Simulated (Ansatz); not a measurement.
**FGeH$_{3}$···HCl: density, localisation and related maps**

The calculation's input:

```
crystal:
  periodic: [false, false, false]
  atoms:
    - { symbol: Ge, position_ang: [-0.6957, 0.0368, -0.1129] }
    - { symbol: F, position_ang: [0.8318, -0.759, 1.1086] }
    - { symbol: H, position_ang: [-1.3671, 0.7982, -1.2718] }
    - { symbol: H, position_ang: [-1.045, 0.7372, 1.1653] }
    - { symbol: H, position_ang: [-0.9739, -1.4231, -0.3103] }
    - { symbol: H, position_ang: [1.6379, -0.2021, 0.4235] }
    - { symbol: Cl, position_ang: [1.612, 0.812, -1.0023] }
basis:
  gaussian: { orbitals: def2-SVP }
hamiltonian:
  xc: r2scan
  dispersion: d4
relax:
  f_tol: 0.15
  max_steps: 25
  restrain:
    - { distance: [0, 6], at: 3.52, k: 30.0 }
    - { distance: [5, 1], at: 2.18, k: 30.0 }
    - { distance: [0, 1], at: 1.77, k: 30.0 }
    - { distance: [5, 6], at: 1.33, k: 30.0 }
output:
  orbitals: {}
```

Run with:

```sh
ansatz run input.yaml --threads 2 --pin off --max-ram 3072MiB --backend cpu --events-out ev --progress --plain --runs-dir out
```

The fields are those of the run's last geometry, not of the input's.

Not at a stationary point (largest force 0.5 eV/Å).

Method: Ansatz, RKS r2SCAN-D4/def2-SVP.

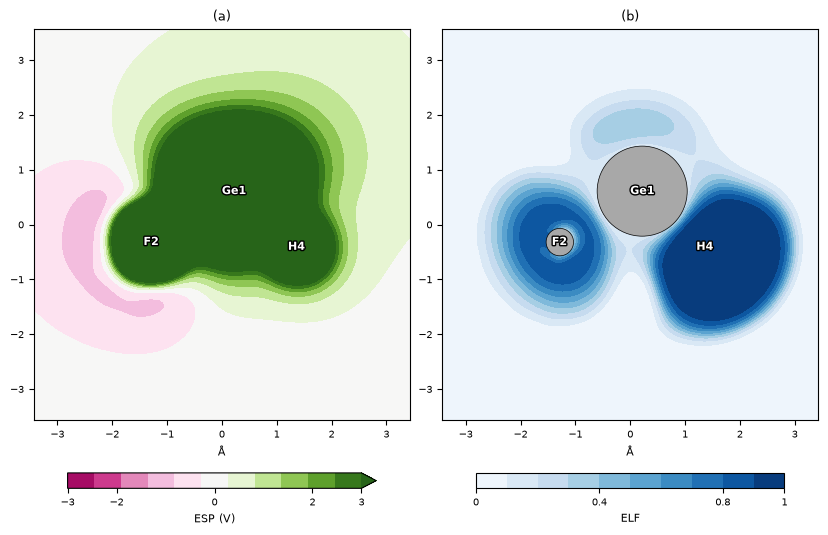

Figure 1. (a) molecular electrostatic potential; (b) electron localisation function on the plane of atoms F2, Ge1 and H4. Grey discs cover the atomic cores in the ELF map.

What does the map show?

Answer. The section cuts through Ge, F and H sites.
Ge–F (1.77 Å): the ELF peaks at about 0.80 in the valence shell of F, 0.5 Å from its nucleus, and is about 0.25 at the midpoint.
Ge–H (1.53 Å): the ELF climbs to about 1 towards the hydrogen.
The ELF also peaks beside F2, away from the bonds: lone-pair regions.
Outside the dense part of the complex the potential is most negative (−1.1 V) near F2.

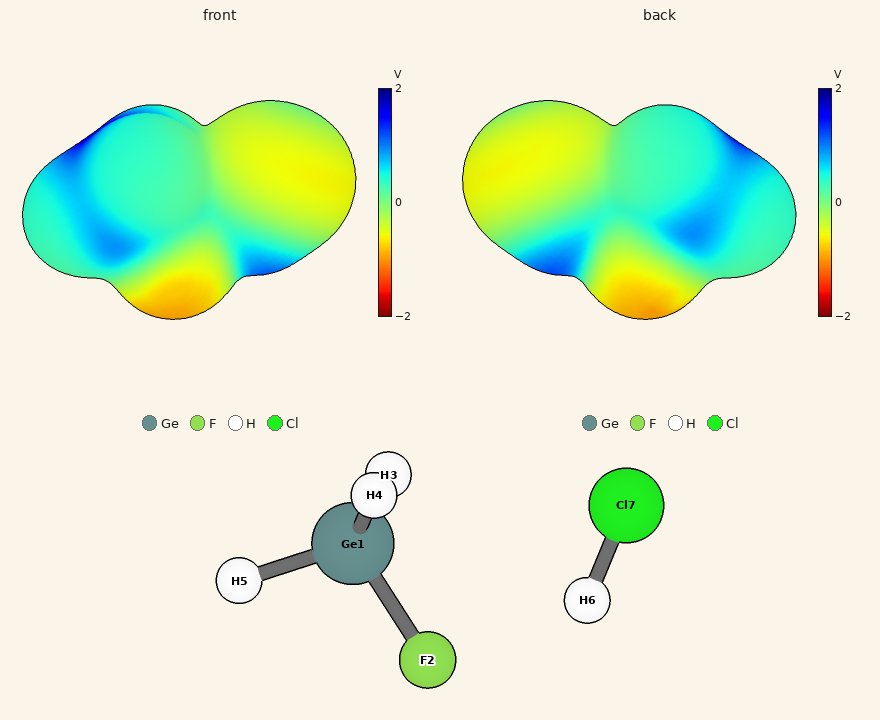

Figure 2. The molecular electrostatic potential painted on the density surface at 0.001 e/bohr³, seen from the front and from behind; red is negative and blue positive. The bare structure is drawn below in the same view.

Where is the surface potential most negative and most positive?

Answer. The most negative region (about −0.9 V) lies over F2, the most positive (about +1.6 V) over Ge1.

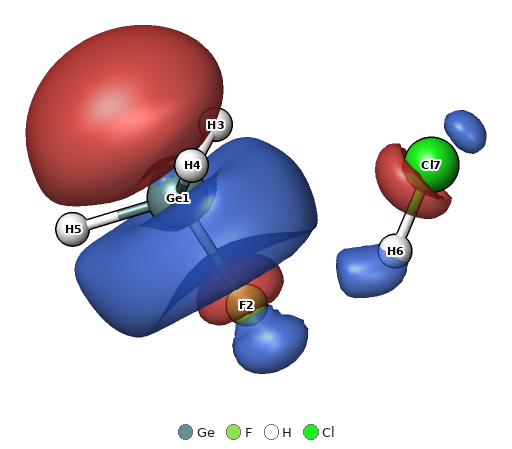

Figure 3. The LUMO at ±0.1 Å⁻³ᐟ² (blue and red are the two phases), seen at a tilt.

Describe this orbital and give its energy.

Answer. By Hirshfeld shares it lies mainly on Ge1 (about 60 %) and F2 (about 15 %). Its energy is −0.66 eV.

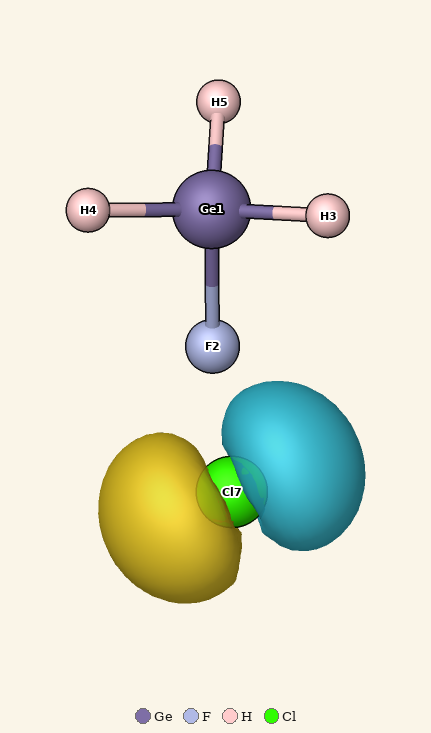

Figure 4. One frontier orbital at ±0.2 Å⁻³ᐟ² (yellow and cyan are the two phases), seen at an oblique angle.

Which orbital is it: HOMO or LUMO?

Answer. The HOMO, at −7.87 eV. Its weight (Hirshfeld) is mainly on Cl7 (about 95 %); largely a lone pair of Cl7.
